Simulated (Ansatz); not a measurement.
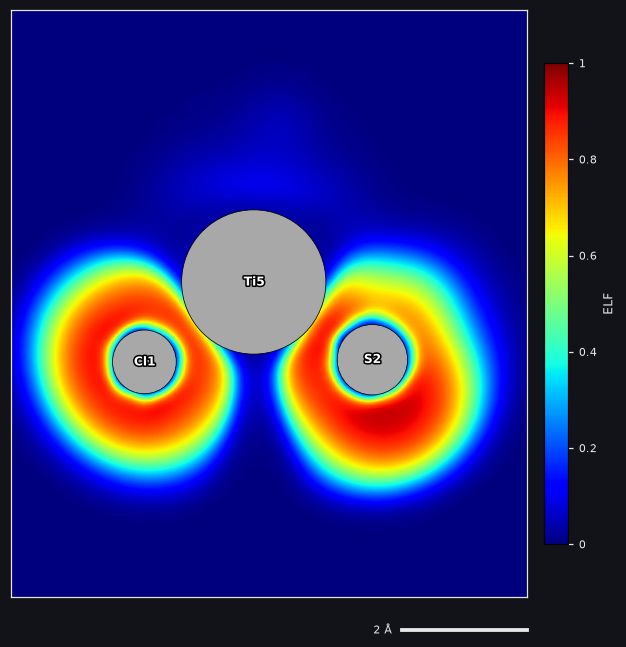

Figure 1: ClH3S3Ti (SMILES [SH][Ti]([SH])([SH])[Cl]). ELF on the plane of atoms Cl1, Ti5 and S2. Grey discs cover the atomic cores.

Geometry: PBE0-D4/def2-SVP.

These are results of isolated molecule in a Gaussian basis; Kohn-Sham density functional theory, functional PBE0 in Ansatz 0.2.0, not measurements.

```xyz
8

Cl    2.1930    0.4664   -3.7294
S    -0.7294   -1.3083   -2.4782
S    -0.8447    2.3278   -2.9763
S     1.1811    0.9109   -0.2609
Ti    0.4951    0.5956   -2.3965
H    -1.8588   -0.5628   -2.5437
H    -0.9260    2.6838   -1.6717
H     0.2937   -0.0282    0.1473
```

Interpret the plot.

- Atoms in the plane: Cl, S and Ti.
- Ti–Cl (2.16 Å): the ELF peaks at about 0.85 in the valence shell of Cl, 0.8 Å from its nucleus, and is about 0.45 at the midpoint.
- Ti–S (2.27 Å): the ELF peaks at about 0.90 in the valence shell of S, 0.9 Å from its nucleus, and is about 0.65 at the midpoint.
